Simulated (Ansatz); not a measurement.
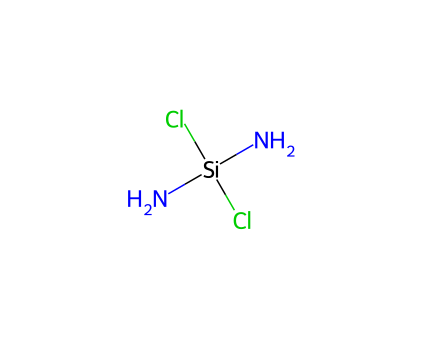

2D structure.

> Write the SMILES.

N[Si](N)(Cl)Cl

> Give the formula, hydrogens included.

Cl2H4N2Si.

> An optimisation with PBE0-D4/def2-TZVP gave a structure of which point group?

C2.

More results for the same structure follow; atom numbers are the same in all pictures, views and colours differ. Computed geometry: PBE0-D4/def2-TZVP optimisation.

### Shape

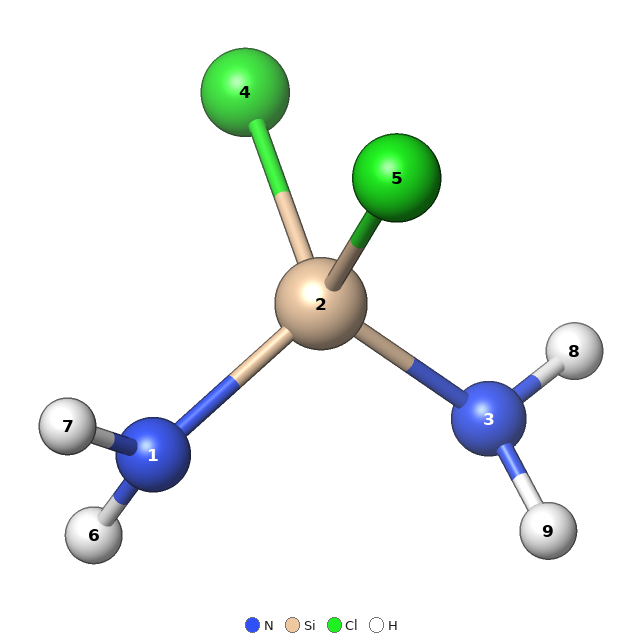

Numbered structure.

Give these bond angles: N1–Si2–N3, N1–Si2–Cl4, Cl4–Si2–Cl5, Si2–N1–H7, Si2–N1–H6.

```tsv
angle	degrees
N1–Si2–N3	109.0
N1–Si2–Cl4	116.6
Cl4–Si2–Cl5	105.6
Si2–N1–H7	120.6
Si2–N1–H6	120.0
```

### Electronic properties

Method: RKS r2SCAN-D4/def2-TZVPP (Ansatz 0.2.0).

Predict the main results.

- dipole moment: 2.41 D
- HOMO energy (Kohn–Sham orbital): −6.87 eV
- LUMO energy (Kohn–Sham orbital): 0.43 eV
- HOMO–LUMO gap: 7.29 eV
- dispersion correction: −6.2 kJ/mol

### Thermal motion

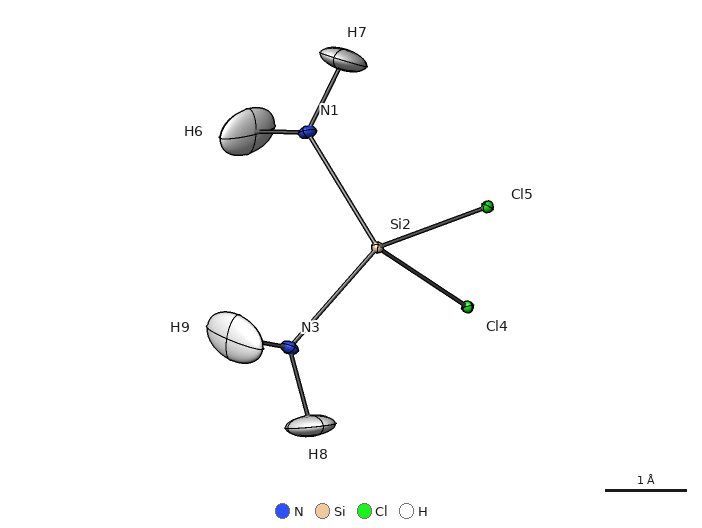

Displacement ellipsoids at the 50 % level, from the internal vibrations of the free molecule (harmonic, no overall translation or rotation; no half-axis is drawn under 0.075 Å). Vibrations computed with RKS PBE0-D4/def2-TZVP (Ansatz 0.2.0). Temperature: 400 K.

Give the displacement parameters, one line for each set of equivalent atoms.

```tsv
atom	U_eq (Å²)	rms amplitudes (Å)
N1, N3	0.0054	0.048, 0.075, 0.090
Si2	0.0017	0.037, 0.043, 0.043
Cl4, Cl5	0.0022	0.037, 0.039, 0.061
H6, H9	0.0494	0.092, 0.191, 0.321
H7, H8	0.0474	0.084, 0.190, 0.315
```

### Vibrations

Harmonic vibrations computed with RKS PBE0-D4/def2-TZVP (Ansatz 0.2.0) at a stationary point of the same level.

> How many vibrational modes are there, and where do they lie?

21 modes: 158, 187, 244, 263, 276, 286, 404, 405, 426, 490, 561, 832, 840, 895, 965, 1572, 1575, 3610, 3611, 3711, 3712 cm⁻¹.
